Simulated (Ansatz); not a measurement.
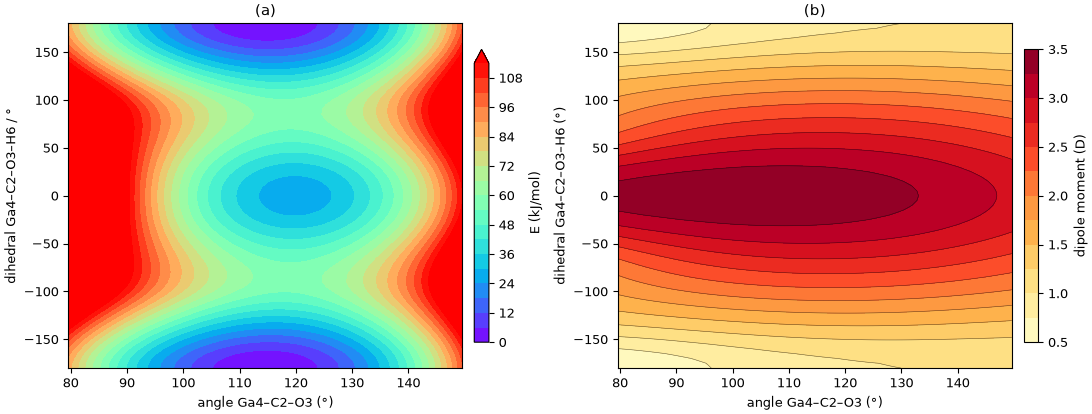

CH₄GaNO, SMILES N=[C](O)[GaH2]. First axis: angle Ga4–C2–O3. Second axis: dihedral Ga4–C2–O3–H6. Nothing is relaxed (all other coordinates rigid). The scan uses a 9 × 9 grid. Points are written as (first, second). Energies: kJ/mol, counted from the lowest grid point. Computed with RKS r2SCAN-D4/def2-TZVP in Ansatz.

Panel (a) is the energy; panel (b) is the computed dipole moment, in D.

In the figure: filled contours, one colour for all values above the top of the scale. Between grid points the surface is interpolated.

### How does the dipole moment vary over the map, and what is it at the lowest grid point?

Leaving out the highest fifth of the energies, it runs from 0.55 D at (79.6°, −180°) to 3.37 D at (105.9°, −20°). At the lowest grid point, (114.6°, −180°), it is 0.94 D.
